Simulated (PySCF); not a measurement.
## C6H14MoO4: geometry relaxation (part 2 of 2)

Continued. System: C6H14MoO4 (MoO2(OiPr)2), SMILES CC(C)[O][Mo](=[O])(=[O])[O]C(C)C. Method: PBE0-D3(BJ)/def2-SVP geometry optimisation, gas phase (PySCF 2.14.0). It belongs to a series of runs on one base structure; here: ligand (both): Cl to OiPr.

Trajectory as extended XYZ, continued
```
25
Properties=species:S:1:pos:R:3:forces:R:3 step=12 energy=-16472.00288
Mo    0.5390    0.0464   -0.0717   -0.0102  -0.0001  -0.0128
O     1.1263   -0.3711    1.4468   -0.0126  -0.0006  -0.0102
O     1.8438    0.6269   -0.9589   -0.0108  -0.0018   0.0071
O    -0.7562    1.3560    0.0838    0.0305  -0.0295   0.0166
C    -0.8867    2.7529    0.2984   -0.0287   0.0285  -0.0144
C    -0.2291    3.5162   -0.8344    0.0065  -0.0011  -0.0048
C    -0.3401    3.1148    1.6659    0.0204  -0.0087   0.0139
H    -1.9746    2.9447    0.2829    0.0076  -0.0044   0.0021
H     0.8539    3.3176   -0.8589   -0.0023  -0.0004   0.0023
H    -0.3810    4.5985   -0.7077    0.0007  -0.0030  -0.0007
H    -0.6557    3.2171   -1.8029   -0.0033   0.0015   0.0041
H    -0.8220    2.5115    2.4487    0.0007  -0.0005  -0.0019
H     0.7466    2.9344    1.7105   -0.0191   0.0042  -0.0038
H    -0.5218    4.1775    1.8848    0.0046   0.0027   0.0000
O    -0.2054   -1.4309   -0.9022    0.0307   0.0793  -0.0034
C    -0.1629   -2.8462   -0.8220   -0.0086  -0.1017   0.0148
C    -0.7942   -3.3095    0.4775   -0.0018   0.0176  -0.0040
C     1.2637   -3.3332   -0.9995   -0.0026   0.0184   0.0023
H    -0.7725   -3.2031   -1.6710   -0.0034   0.0131  -0.0015
H    -0.2119   -2.9458    1.3391   -0.0014  -0.0001  -0.0030
H    -0.8267   -4.4083    0.5213   -0.0006  -0.0017   0.0023
H    -1.8227   -2.9291    0.5646    0.0071  -0.0046   0.0002
H     1.6919   -2.9478   -1.9362   -0.0028  -0.0050   0.0020
H     1.8933   -2.9935   -0.1607   -0.0039  -0.0026  -0.0046
H     1.2950   -4.4325   -1.0275    0.0031   0.0005  -0.0025
25
Properties=species:S:1:pos:R:3:forces:R:3 step=13 energy=-16472.00305
Mo    0.5653    0.0503   -0.0770    0.0029  -0.0078  -0.0073
O     1.1567   -0.3829    1.4356   -0.0107   0.0001  -0.0116
O     1.8635    0.6515   -0.9600   -0.0155  -0.0007   0.0115
O    -0.7388    1.3477    0.1012    0.0251  -0.0157   0.0110
C    -0.8824    2.7430    0.3185   -0.0345   0.0198  -0.0040
C    -0.2302    3.5157   -0.8107    0.0084   0.0025  -0.0106
C    -0.3426    3.1053    1.6886    0.0526  -0.0023   0.0123
H    -1.9719    2.9254    0.3013    0.0070  -0.0078   0.0020
H     0.8552    3.3298   -0.8335   -0.0026  -0.0020   0.0031
H    -0.3950    4.5958   -0.6827    0.0015  -0.0011   0.0016
H    -0.6514    3.2138   -1.7807   -0.0021   0.0008   0.0020
H    -0.8201    2.4946    2.4682   -0.0031   0.0008  -0.0016
H     0.7463    2.9348    1.7351   -0.0364   0.0021  -0.0067
H    -0.5329    4.1658    1.9108   -0.0025  -0.0011  -0.0006
O    -0.1697   -1.4201   -0.9268    0.0192   0.1023  -0.0106
C    -0.1649   -2.8344   -0.8415   -0.0071  -0.1360   0.0174
C    -0.7985   -3.2790    0.4637    0.0113   0.0212   0.0023
C     1.2472   -3.3589   -1.0279   -0.0045   0.0157   0.0068
H    -0.7900   -3.1786   -1.6847   -0.0003   0.0185  -0.0012
H    -0.1981   -2.9335    1.3204   -0.0017   0.0030  -0.0045
H    -0.8633   -4.3762    0.5083   -0.0037  -0.0013  -0.0008
H    -1.8139   -2.8673    0.5602   -0.0025  -0.0069  -0.0016
H     1.6771   -2.9901   -1.9703   -0.0012  -0.0033  -0.0014
H     1.8920   -3.0301   -0.1965   -0.0027  -0.0011  -0.0026
H     1.2503   -4.4588   -1.0491    0.0031   0.0006  -0.0049
25
Properties=species:S:1:pos:R:3:forces:R:3 step=15 energy=-16472.00296
Mo    0.6213    0.0531   -0.0637    0.0153  -0.0112   0.0173
O     1.2013   -0.4300    1.4380   -0.0011  -0.0005  -0.0034
O     1.9171    0.7041   -0.9138   -0.0111   0.0027   0.0080
O    -0.6988    1.3259    0.1583   -0.0092   0.0103  -0.0007
C    -0.8743    2.7184    0.3738   -0.0058  -0.0065   0.0079
C    -0.2656    3.5028   -0.7712    0.0018   0.0052  -0.0093
C    -0.3127    3.0968    1.7311    0.0443   0.0081  -0.0020
H    -1.9680    2.8727    0.3800    0.0008  -0.0056   0.0018
H     0.8232    3.3438   -0.8162   -0.0004  -0.0025   0.0014
H    -0.4547    4.5790   -0.6436    0.0027   0.0019   0.0034
H    -0.7005    3.1871   -1.7307    0.0006   0.0000  -0.0017
H    -0.7580    2.4770    2.5224   -0.0048   0.0017   0.0008
H     0.7802    2.9514    1.7518   -0.0237  -0.0024  -0.0033
H    -0.5207    4.1536    1.9554   -0.0083  -0.0045   0.0001
O    -0.0837   -1.3926   -0.9756   -0.0058   0.0555  -0.0374
C    -0.1603   -2.8064   -0.8928   -0.0006  -0.0747   0.0208
C    -0.8248   -3.2178    0.4077    0.0160   0.0077   0.0068
C     1.2227   -3.4044   -1.0725   -0.0035   0.0009   0.0052
H    -0.7986   -3.1114   -1.7410    0.0024   0.0111   0.0006
H    -0.2094   -2.9116    1.2685   -0.0003   0.0043  -0.0031
H    -0.9544   -4.3095    0.4481   -0.0020   0.0001  -0.0029
H    -1.8148   -2.7481    0.5017   -0.0110  -0.0046  -0.0035
H     1.6739   -3.0610   -2.0143    0.0025   0.0018  -0.0039
H     1.8801   -3.1064   -0.2399    0.0011   0.0006   0.0017
H     1.1695   -4.5031   -1.0908    0.0002   0.0004  -0.0048
25
Properties=species:S:1:pos:R:3:forces:R:3 step=16 energy=-16472.00345
Mo    0.6118    0.0489   -0.0497    0.0069  -0.0013   0.0218
O     1.1759   -0.4496    1.4529    0.0025  -0.0039   0.0042
O     1.9160    0.7075   -0.8800    0.0046   0.0047  -0.0030
O    -0.7056    1.3243    0.1717   -0.0277   0.0049   0.0028
C    -0.8763    2.7180    0.3843    0.0244  -0.0070  -0.0039
C    -0.2842    3.4954   -0.7748   -0.0061   0.0013   0.0016
C    -0.2888    3.1022    1.7293   -0.0124   0.0032  -0.0076
H    -1.9693    2.8734    0.4087   -0.0037   0.0001   0.0021
H     0.8029    3.3303   -0.8364    0.0010  -0.0004  -0.0016
H    -0.4654    4.5730   -0.6482    0.0020   0.0011   0.0016
H    -0.7367    3.1777   -1.7254    0.0006   0.0006  -0.0010
H    -0.7218    2.4879    2.5317   -0.0005   0.0004   0.0019
H     0.8027    2.9535    1.7297    0.0139  -0.0018   0.0021
H    -0.4911    4.1604    1.9517   -0.0017  -0.0011   0.0010
O    -0.0830   -1.3889   -0.9817   -0.0153  -0.0216  -0.0346
C    -0.1553   -2.8066   -0.9021    0.0101   0.0302   0.0143
C    -0.8338   -3.2199    0.3899   -0.0006  -0.0060   0.0008
C     1.2327   -3.3962   -1.0657    0.0020  -0.0066  -0.0054
H    -0.7815   -3.1098   -1.7594   -0.0026   0.0005   0.0004
H    -0.2314   -2.9076    1.2575   -0.0008   0.0005   0.0012
H    -0.9571   -4.3125    0.4304    0.0042   0.0006  -0.0003
H    -1.8288   -2.7579    0.4700   -0.0021  -0.0008  -0.0026
H     1.6939   -3.0475   -2.0009    0.0008   0.0030   0.0014
H     1.8779   -3.0971   -0.2240    0.0024  -0.0004   0.0028
H     1.1865   -4.4951   -1.0889   -0.0016   0.0000  -0.0002
25
Properties=species:S:1:pos:R:3:forces:R:3 step=17 energy=-16472.00368
Mo    0.5975    0.0445   -0.0332    0.0103   0.0076   0.0126
O     1.1455   -0.4687    1.4704    0.0009  -0.0049   0.0077
O     1.9108    0.7088   -0.8439    0.0085   0.0040  -0.0056
O    -0.7170    1.3236    0.1849   -0.0352  -0.0111   0.0049
C    -0.8783    2.7190    0.3935    0.0355   0.0028  -0.0126
C    -0.2996    3.4875   -0.7787   -0.0074  -0.0021   0.0067
C    -0.2667    3.1076    1.7265   -0.0421  -0.0009  -0.0036
H    -1.9700    2.8793    0.4344   -0.0035   0.0034   0.0024
H     0.7850    3.3136   -0.8564    0.0012   0.0012  -0.0023
H    -0.4704    4.5671   -0.6535    0.0009  -0.0003  -0.0002
H    -0.7694    3.1693   -1.7208   -0.0005   0.0012   0.0005
H    -0.6903    2.5005    2.5394    0.0029  -0.0008   0.0012
H     0.8233    2.9528    1.7096    0.0303   0.0003   0.0034
H    -0.4608    4.1679    1.9460    0.0044   0.0021   0.0015
O    -0.0870   -1.3853   -0.9856   -0.0210  -0.0519  -0.0191
C    -0.1508   -2.8055   -0.9102    0.0169   0.0748   0.0057
C    -0.8398   -3.2265    0.3734   -0.0122  -0.0091  -0.0044
C     1.2432   -3.3839   -1.0610    0.0039  -0.0092  -0.0085
H    -0.7658   -3.1086   -1.7754   -0.0036  -0.0076   0.0001
H    -0.2505   -2.9087    1.2480   -0.0008  -0.0018   0.0024
H    -0.9525   -4.3202    0.4112    0.0066   0.0003   0.0018
H    -1.8408   -2.7754    0.4420    0.0046   0.0008  -0.0006
H     1.7119   -3.0279   -1.9896    0.0002   0.0026   0.0032
H     1.8771   -3.0838   -0.2110    0.0005  -0.0018   0.0014
H     1.2055   -4.4831   -1.0896   -0.0012   0.0007   0.0015
25
Properties=species:S:1:pos:R:3:forces:R:3 step=18 energy=-16472.00373
Mo    0.5768    0.0408   -0.0183    0.0119   0.0131  -0.0032
O     1.1115   -0.4853    1.4856   -0.0010  -0.0048   0.0080
O     1.8970    0.7119   -0.8119    0.0106   0.0015  -0.0036
O    -0.7357    1.3231    0.1969   -0.0319  -0.0267   0.0073
C    -0.8806    2.7208    0.4020    0.0336   0.0169  -0.0183
C    -0.3098    3.4790   -0.7810   -0.0057  -0.0046   0.0080
C    -0.2470    3.1097    1.7247   -0.0490  -0.0050   0.0014
H    -1.9701    2.8919    0.4569   -0.0016   0.0038   0.0026
H     0.7717    3.2926   -0.8727    0.0005   0.0022  -0.0018
H    -0.4664    4.5609   -0.6571   -0.0004  -0.0011  -0.0013
H    -0.7958    3.1629   -1.7156   -0.0019   0.0018   0.0019
H    -0.6653    2.5108    2.5463    0.0046  -0.0019   0.0002
H     0.8413    2.9446    1.6937    0.0306   0.0024   0.0027
H    -0.4285    4.1727    1.9419    0.0076   0.0036   0.0008
O    -0.0971   -1.3820   -0.9900   -0.0220  -0.0552   0.0058
C    -0.1472   -2.8035   -0.9177    0.0188   0.0821  -0.0065
C    -0.8423   -3.2353    0.3589   -0.0165  -0.0082  -0.0075
C     1.2539   -3.3675   -1.0588    0.0036  -0.0063  -0.0080
H    -0.7521   -3.1100   -1.7888   -0.0029  -0.0112  -0.0007
H    -0.2651   -2.9118    1.2394   -0.0008  -0.0026   0.0024
H    -0.9409   -4.3306    0.3932    0.0062  -0.0003   0.0032
H    -1.8499   -2.7978    0.4189    0.0085   0.0014   0.0009
H     1.7271   -3.0026   -1.9818   -0.0011   0.0011   0.0046
H     1.8774   -3.0649   -0.2019   -0.0010  -0.0027  -0.0005
H     1.2273   -4.4668   -1.0925   -0.0007   0.0008   0.0016
25
Properties=species:S:1:pos:R:3:forces:R:3 step=20 energy=-16472.00369
Mo    0.5583    0.0404   -0.0063    0.0145   0.0047  -0.0169
O     1.0852   -0.4929    1.4980   -0.0060  -0.0004  -0.0009
O     1.8821    0.7173   -0.7890    0.0008  -0.0021   0.0053
O    -0.7566    1.3219    0.2062   -0.0105  -0.0177   0.0078
C    -0.8824    2.7227    0.4081    0.0088   0.0148  -0.0092
C    -0.3118    3.4714   -0.7807    0.0005  -0.0028  -0.0002
C    -0.2362    3.1078    1.7257   -0.0035  -0.0037   0.0037
H    -1.9694    2.9073    0.4701    0.0019  -0.0005   0.0019
H     0.7668    3.2730   -0.8810   -0.0004   0.0012   0.0007
H    -0.4552    4.5552   -0.6580   -0.0010  -0.0004  -0.0001
H    -0.8090    3.1591   -1.7107   -0.0017   0.0014   0.0014
H    -0.6553    2.5158    2.5519    0.0019  -0.0018  -0.0005
H     0.8511    2.9314    1.6890   -0.0022   0.0036  -0.0002
H    -0.4036    4.1736    1.9412    0.0027   0.0008  -0.0003
O    -0.1076   -1.3786   -0.9904   -0.0164   0.0014   0.0260
C    -0.1457   -2.7989   -0.9234    0.0124   0.0108  -0.0137
C    -0.8402   -3.2441    0.3492   -0.0047  -0.0019  -0.0041
C     1.2601   -3.3523   -1.0635   -0.0012  -0.0009  -0.0012
H    -0.7461   -3.1085   -1.7967    0.0013  -0.0059   0.0006
H    -0.2689   -2.9203    1.2335    0.0001  -0.0003  -0.0007
H    -0.9275   -4.3405    0.3775    0.0011  -0.0003   0.0010
H    -1.8519   -2.8164    0.4089    0.0023   0.0005   0.0007
H     1.7334   -2.9793   -1.9832    0.0000   0.0003   0.0009
H     1.8792   -3.0497   -0.2033   -0.0010  -0.0014  -0.0009
H     1.2412   -4.4516   -1.1022    0.0006   0.0006  -0.0011
25
Properties=species:S:1:pos:R:3:forces:R:3 step=21 energy=-16472.00368
Mo    0.5563    0.0409   -0.0035    0.0123   0.0019  -0.0149
O     1.0814   -0.4929    1.5012   -0.0052  -0.0005  -0.0007
O     1.8808    0.7185   -0.7843    0.0011  -0.0013   0.0047
O    -0.7596    1.3217    0.2081   -0.0080  -0.0080   0.0077
C    -0.8827    2.7232    0.4092    0.0059   0.0080  -0.0071
C    -0.3123    3.4701   -0.7807    0.0010  -0.0021  -0.0012
C    -0.2347    3.1080    1.7260    0.0025  -0.0025   0.0026
H    -1.9693    2.9096    0.4722    0.0009  -0.0011   0.0017
H     0.7659    3.2702   -0.8823   -0.0002   0.0009   0.0008
H    -0.4540    4.5542   -0.6585   -0.0009  -0.0001   0.0002
H    -0.8112    3.1581   -1.7098   -0.0013   0.0011   0.0008
H    -0.6539    2.5171    2.5529    0.0012  -0.0015  -0.0002
H     0.8524    2.9301    1.6884   -0.0046   0.0029  -0.0004
H    -0.4000    4.1742    1.9410    0.0011   0.0001  -0.0002
O    -0.1083   -1.3779   -0.9887   -0.0168   0.0063   0.0233
C    -0.1454   -2.7980   -0.9243    0.0112   0.0009  -0.0135
C    -0.8399   -3.2462    0.3473   -0.0018  -0.0014  -0.0026
C     1.2608   -3.3504   -1.0652   -0.0012  -0.0005  -0.0003
H    -0.7453   -3.1068   -1.7983    0.0014  -0.0041   0.0005
H    -0.2690   -2.9235    1.2323    0.0002   0.0001  -0.0005
H    -0.9263   -4.3427    0.3738    0.0006  -0.0002   0.0001
H    -1.8518   -2.8193    0.4076    0.0005   0.0008   0.0005
H     1.7341   -2.9756   -1.9840    0.0003   0.0007   0.0000
H     1.8795   -3.0492   -0.2043   -0.0002  -0.0008  -0.0002
H     1.2425   -4.4497   -1.1059    0.0003   0.0003  -0.0013
25
Properties=species:S:1:pos:R:3:forces:R:3 step=22 energy=-16472.00368
Mo    0.5555    0.0412   -0.0019    0.0107   0.0012  -0.0132
O     1.0798   -0.4925    1.5030   -0.0044  -0.0009   0.0003
O     1.8803    0.7193   -0.7818    0.0021  -0.0007   0.0038
O    -0.7608    1.3217    0.2092   -0.0072  -0.0034   0.0077
C    -0.8828    2.7236    0.4098    0.0054   0.0046  -0.0066
C    -0.3126    3.4696   -0.7806    0.0008  -0.0019  -0.0011
C    -0.2340    3.1084    1.7262    0.0016  -0.0018   0.0019
H    -1.9692    2.9106    0.4732    0.0002  -0.0011   0.0016
H     0.7654    3.2690   -0.8827   -0.0001   0.0008   0.0007
H    -0.4536    4.5539   -0.6589   -0.0009   0.0000   0.0003
H    -0.8122    3.1576   -1.7094   -0.0011   0.0009   0.0006
H    -0.6532    2.5179    2.5535    0.0010  -0.0014  -0.0001
H     0.8529    2.9298    1.6881   -0.0027   0.0023  -0.0005
H    -0.3986    4.1748    1.9409    0.0006  -0.0002  -0.0001
O    -0.1083   -1.3776   -0.9875   -0.0179   0.0043   0.0207
C    -0.1452   -2.7978   -0.9247    0.0111   0.0002  -0.0132
C    -0.8398   -3.2475    0.3463   -0.0010  -0.0011  -0.0018
C     1.2611   -3.3498   -1.0661   -0.0008  -0.0001   0.0001
H    -0.7450   -3.1058   -1.7991    0.0012  -0.0031   0.0003
H    -0.2690   -2.9256    1.2317    0.0002   0.0002  -0.0004
H    -0.9259   -4.3439    0.3716    0.0005  -0.0001  -0.0001
H    -1.8518   -2.8207    0.4070    0.0001   0.0008   0.0004
H     1.7345   -2.9739   -1.9844    0.0003   0.0008  -0.0001
H     1.8796   -3.0496   -0.2048    0.0000  -0.0006  -0.0001
H     1.2429   -4.4490   -1.1081    0.0000   0.0002  -0.0014
```

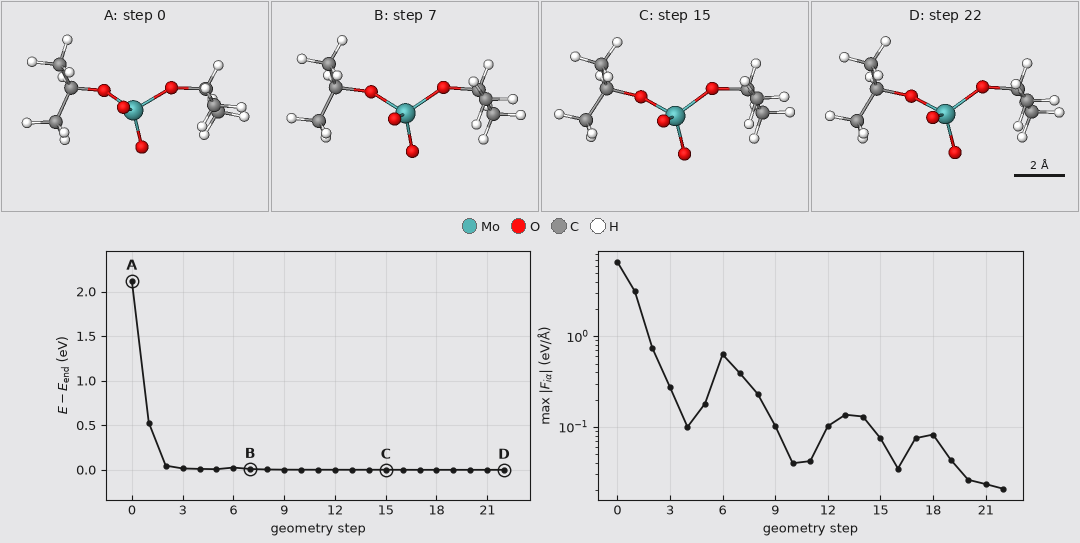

**Figure 1.** Frames of the relaxation (ball-and-stick view, seen at a tilt) above the curves, on which the letters mark them (steps are counted from 0).

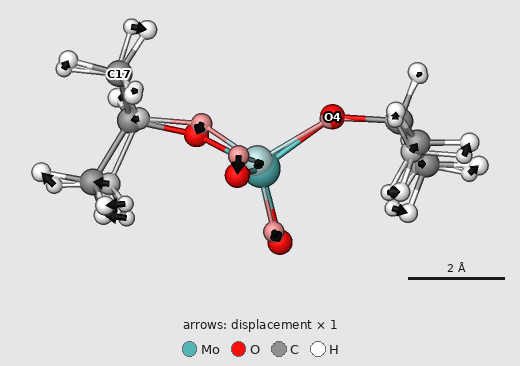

**Figure 2.** Start (faint) and end (solid) with the displacements as black arrows, at true length (ball-and-stick view, seen at a tilt). The two geometries are laid on each other by the best rigid fit. Over 22 geometry steps the energy falls by 2.121 eV. Largest force component: 6.6 eV/Å at the start, 0.021 eV/Å at the end. H23 moves most after the best rigid fit: 0.49 Å. By element the largest moves are H 0.49 Å, O 0.43 Å, C 0.35 Å, Mo 0.25 Å. Among the contacts that change: C7–H13 0.983 → 1.102 Å, O15–C16 1.322 → 1.422 Å, Mo1–O3 1.589 → 1.680 Å, Mo1–O15 1.765 → 1.851 Å. Among the angles that change: O4–C5–H8 115.9° → 105.0°, O2–Mo1–O3 115.0° → 107.3°, H21–C17–H22 101.2° → 108.3°. (Atoms are counted from 1 in the order of the input.)

This output came from the following input.

Input
```
{"job": {"xc": "PBE0", "basis": "def2-SVP", "d3": "d3bj", "grid": 1, "maxiter": 40, "shake": 0.03, "kind": "geom"}, "charge": 0, "multiplicity": 1}
Mo     0.460650    -0.060110     0.216070
O      0.679120    -0.473310     1.747070
O      1.738550     0.553290    -0.502150
O     -0.738130     1.277760     0.162160
C     -0.937640     2.640220     0.241450
C     -0.338710     3.296110    -0.994900
C     -0.125210     3.075130     1.525570
H     -1.947420     2.957200     0.355410
H      0.685100     2.915340    -1.042310
H     -0.312930     4.358300    -0.886040
H     -0.937650     2.986380    -1.835040
H     -0.574160     2.607710     2.423560
H      0.795460     2.760930     1.387490
H     -0.219830     4.168580     1.676030
O     -0.279680    -1.346650    -0.738910
C     -0.154240    -2.660590    -0.805050
C     -0.779670    -3.291590     0.411840
C      1.311560    -3.018070    -0.899620
H     -0.682700    -3.069810    -1.731310
H     -0.388130    -2.857160     1.311260
H     -0.689400    -4.399820     0.403410
H     -1.830300    -3.170970     0.415400
H      1.789020    -2.525510    -1.865720
H      1.816330    -2.614700    -0.044410
H      1.550010    -4.144920    -0.960670
```

The first line tells a small driver script what to run in PySCF; the rest is the geometry in Å.

Launch command:
```bash
OMP_NUM_THREADS=2 python <driver script> task.json out
```

Key numbers

```json
{"quantity": "outcome", "value": "converged"}
{"quantity": "total energy", "value": "−605.334975 hartree"}
{"quantity": "dipole moment", "value": "2.56 D"}
{"quantity": "point group", "value": "C1"}
{"quantity": "hardware", "value": "2 CPU threads, shared host"}
{"quantity": "wall time", "value": "12 min (CPU time 28 min)"}
{"quantity": "peak memory", "value": "1.5 GiB"}
```

The run takes a singlet; with an open-shell metal another spin state may lie lower.
